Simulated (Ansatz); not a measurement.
## Ge(111)/CdS(10-10) interface (64 atoms): a reference run and its variants

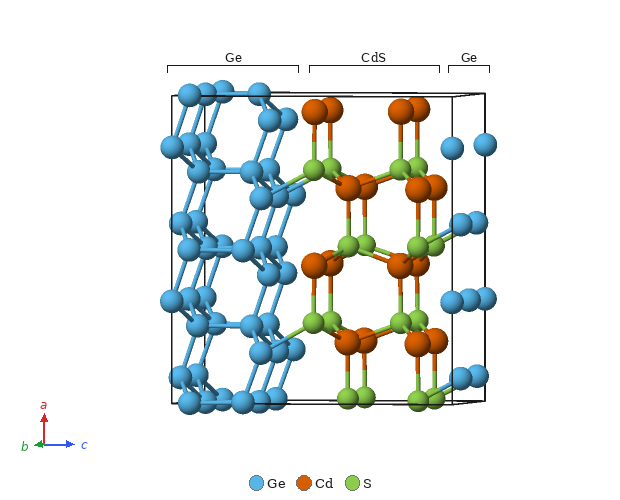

The cell (germanium blue, cadmium orange, sulfur green). Bonds to atoms that aren't drawn are left out. Some periodic images of atoms are drawn too.

The cell holds 64 atoms: 32 Ge, 16 Cd and 16 S. Its edges and angles: a = 13.859 Å, b = 8.002 Å, c = 12.840 Å, α = 90.0°, β = 90.0°, γ = 90.0°. It derives from Ge and CdS. Diamond-structure Ge(111), 2 repeat layers, 8 surface cells, strained -0.00 and -0.00 %; wurtzite CdS(10-10), 2 layers, 4 cells, +3.21 and -3.27 %; outer planes 2.28 Å apart and 1.7 Å at the second interface of the periodic stack; not relaxed, displaced by a Gaussian of 0.02 Å. Regions: Ge, 32 atoms (32 Ge); CdS, 32 atoms (16 Cd and 16 S).

Geometry: as built.

Reference run: Kohn-Sham DFT, PBE, PAW (set soft_2), plane waves (Ansatz 0.2.0), cutoff 420 eV, k-mesh 3×4×3, gaussian smearing of 0.05 eV.

| Property | Result |
| --- | --- |
| r.m.s. force component | 0.5874 eV/Å |
| pressure | 7.6 GPa |
| spacing of highest filled and lowest empty level | 0.011 eV |
| SCF cycles | 8 |
| time | 10 min on 8 threads of Arm Neoverse V2, shared host |

**Question.** The cell is repeated and solved at Γ. How do error, time and memory go?
- plane waves, 64 atoms (1×1×1)
- support functions, 64 atoms (1×1×1)
- plane waves, 128 atoms (1×2×1)
- support functions, 128 atoms (1×2×1)

Differences are against the typed cell on a 3×4×3 mesh, which samples like Γ on 2304 atoms (r.m.s. force component 0.587 eV/Å). Every repeated cell is solved at Γ, and forces are averaged over the copies of each atom. Hardware: 8 threads of Arm Neoverse V2, shared host.

```
atoms  repeats              basis  Δ force, r.m.s. (meV/Å)  Δ energy (meV/atom)  less plane waves of the same size (meV/atom)  spread among copies (meV/Å)  SCF cycles   time  host memory (GiB)
   64    1×1×1        plane waves                      232                  137                                             -                            -           9  8.9 s                2.1
   64    1×1×1  support functions                      232                  136                                          -1.4                            -          15   68 s                3.5
  128    1×2×1        plane waves                     84.7                 13.1                                             -                            0           7   45 s                6.1
  128    1×2×1  support functions                     84.8                 11.7                                          -1.4                            0          13  2 min                6.6
```

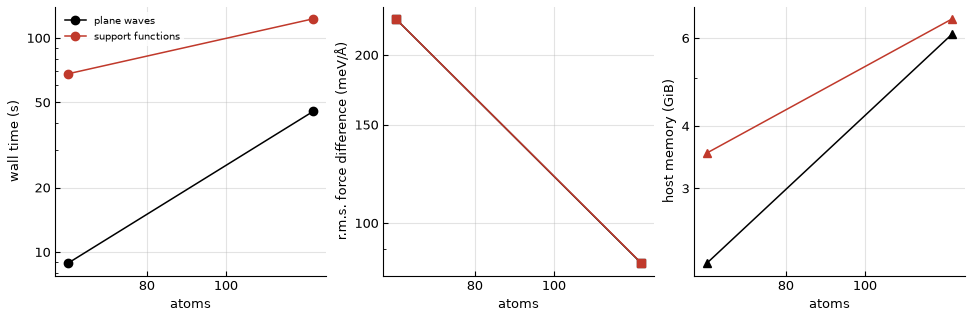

Time, error and memory against the number of atoms.

Repeating the cell at Γ samples more k-points: in plane waves the energy difference from the dense mesh goes from 137 meV/atom at 64 atoms to 13.1 at 128, and the force difference from 232 to 85 meV/Å. At equal size the support functions lie 1.4 meV/atom below plane waves, likely because their grid holds more waves than 420 eV; no run tests this. At the largest size the support functions' forces differ from the reference by 14 % of the r.m.s. force, which holds the difference of sampling between the two as well as that of the basis.

[Logs are printed without paths, hosts, clocks, repeated set-up lines and the standing remarks that a program may print on its own settings, such as how far it seeks lower states.]

[Hosts, paths, dates, database ids (printed as entryN), source tags and the programs' standing remarks are cut or masked in the printed files.]
